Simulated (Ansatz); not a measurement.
# C3H7FSi: what the fields show

Input

```
crystal:
  periodic: [false, false, false]
  atoms:
    - { symbol: C, position_ang: [-1.0192, 0.4304, 1.1585] }
    - { symbol: C, position_ang: [-0.223, 0.1385, 0.156] }
    - { symbol: Si, position_ang: [0.8697, -1.3343, 0.229] }
    - { symbol: C, position_ang: [-0.0207, 0.9419, -1.1213] }
    - { symbol: F, position_ang: [-0.9388, 1.994, -1.1407] }
    - { symbol: H, position_ang: [-1.71, 1.3652, 1.058] }
    - { symbol: H, position_ang: [-1.128, -0.0956, 2.0701] }
    - { symbol: H, position_ang: [0.6352, -2.2285, -0.8949] }
    - { symbol: H, position_ang: [0.7206, -2.0391, 1.5701] }
    - { symbol: H, position_ang: [2.3128, -0.8841, 0.1455] }
    - { symbol: H, position_ang: [-1.18637, 0.58366, -0.09271] }
    - { symbol: H, position_ang: [0.9376, 1.335, -1.2268] }
basis:
  gaussian: { orbitals: cc-pVDZ }
hamiltonian:
  xc: r2scan
  dispersion: d4
relax:
  f_tol: 0.02
  max_steps: 50
output:
  orbitals: {}
```

Run with:

```sh
ansatz run input.yaml --threads 2 --pin off --max-ram 3072MiB --backend cpu --events-out ev --progress --plain --runs-dir out
```

The fields are those of the relaxed geometry.

Theory: RKS r2SCAN-D4/cc-pVDZ in Ansatz 0.2.0.

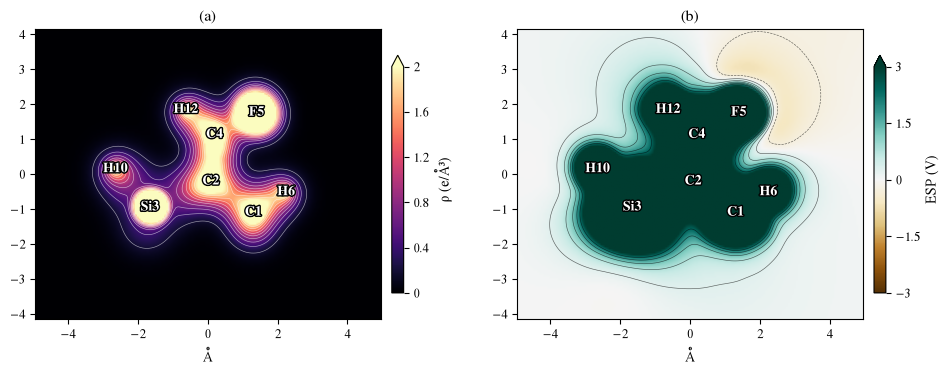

Figure 1. (a) electron density; (b) electrostatic potential on the plane of atoms C2, C4 and F5.

Describe what can be read from this map.

- The section cuts through C, Si, F and H sites.
- C–C (1.34 Å): ρ is about 2.2 e/Å³ halfway.
- C–F (1.35 Å): the density is about 2.1 e/Å³ at the midpoint, with its minimum of 1.6 e/Å³ about 0.5 Å from C.
- C–Si (1.88 Å): ρ at the midpoint is about 0.91 e/Å³.
- C–H (1.09 Å): ρ is about 2 e/Å³ halfway.
- C–C (1.51 Å): the density is about 1.6 e/Å³ at the midpoint.
- Outside the dense part of the molecule the potential is most negative (−0.7 V) near F5.

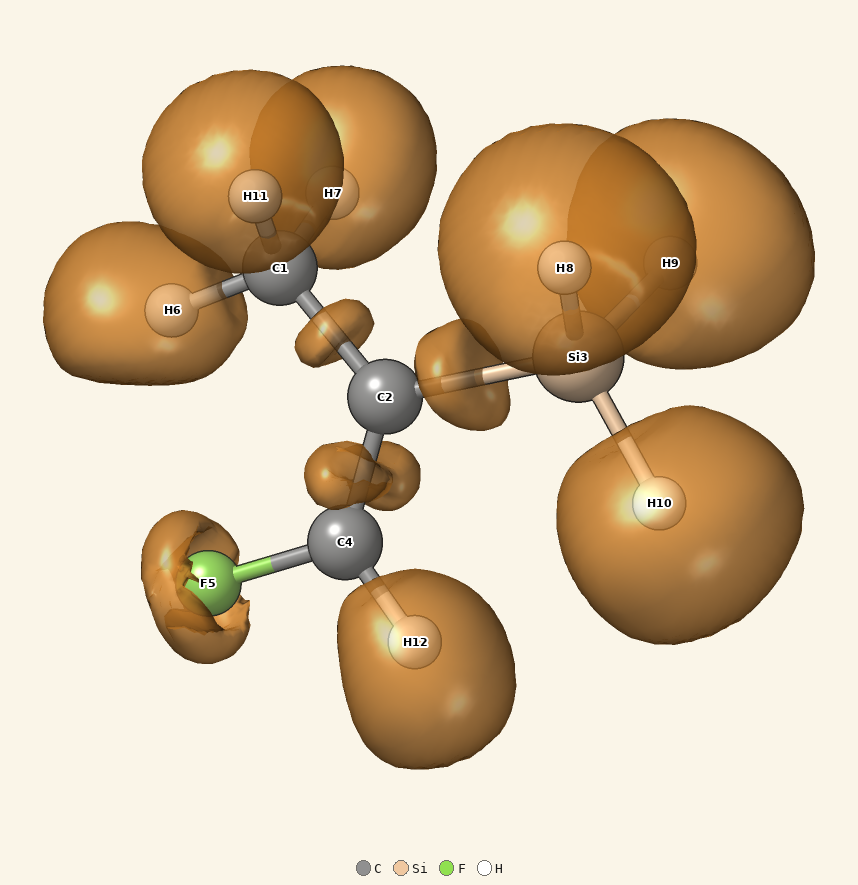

Figure 2. Isosurface of the ELF at 0.85 (orange), seen at a tilt. Core shells and regions of very low density are left out.

What do the ELF domains correspond to?

The surface consists of two regions between bonded C–C atoms (shared pairs), one region between bonded C–Si atoms (shared pairs), seven regions around hydrogen nuclei and one region wrapped around F (its lone pairs, merged into a ring or cap). Profiles from the grid: C–C (1.34 Å): the ELF peaks at about 0.90 between the atoms; a short, multiple covalent bond. C–F (1.35 Å): the ELF peaks at about 0.85 between the atoms: a polar covalent bond.

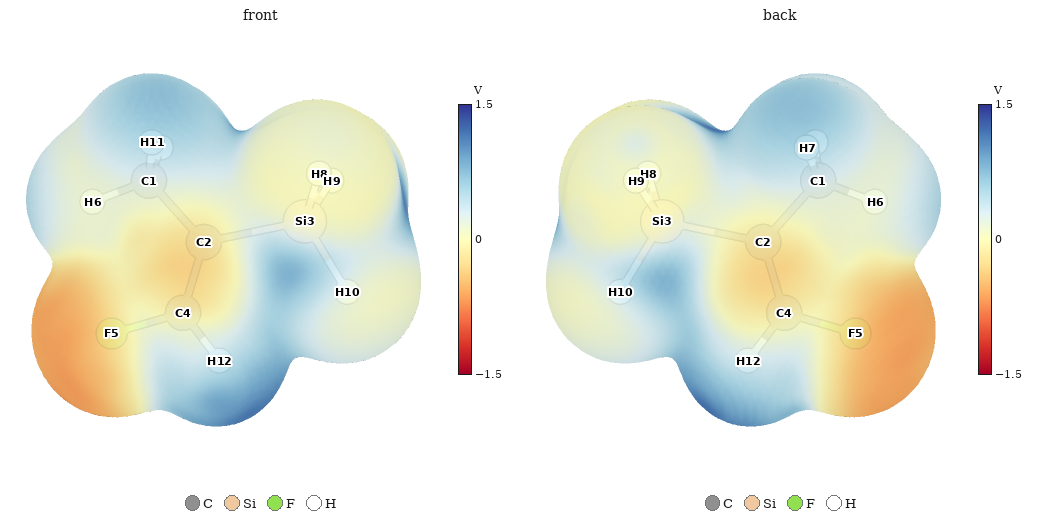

Figure 3. The molecular electrostatic potential painted on the density surface at 0.002 e/bohr³, seen from the front and from behind; the colour scale runs from red (negative) to blue (positive).

Where is the surface potential most negative and most positive?

The most negative region (about −0.6 V) lies over F5, the most positive (about +1.1 V) over Si3 and H12.

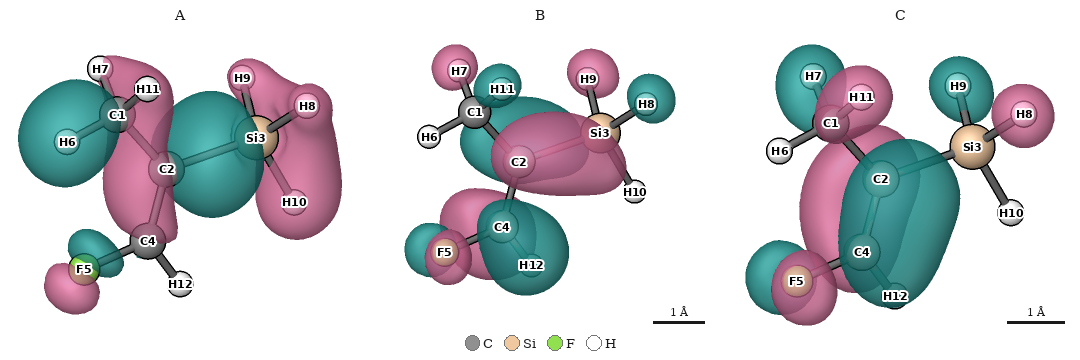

Figure 4. Three frontier orbitals at ±0.1 Å⁻³ᐟ² (teal and pink are the two phases), in no order.

Order the three orbitals by energy and name them.

A is the HOMO−1 (−8.18 eV). It lies mainly on C2 (about 30 %), Si3 (about 25 %), C1 (about 15 %), H6 (about 10 %) and H10 (about 5 %). C is the HOMO (−6.30 eV). By Hirshfeld shares it lies mainly on C2 (about 30 %), C4 (about 30 %) and F5 (about 15 %); π-bonding across C2–C4. B is the LUMO (−0.68 eV). Its weight (Hirshfeld) is mainly on C4 (about 35 %), C2 (about 25 %), Si3 (about 10 %) and F5 (about 10 %); π-antibonding (π*) across C4–C2.

What is the HOMO–LUMO gap?

5.62 eV between the orbital energies.
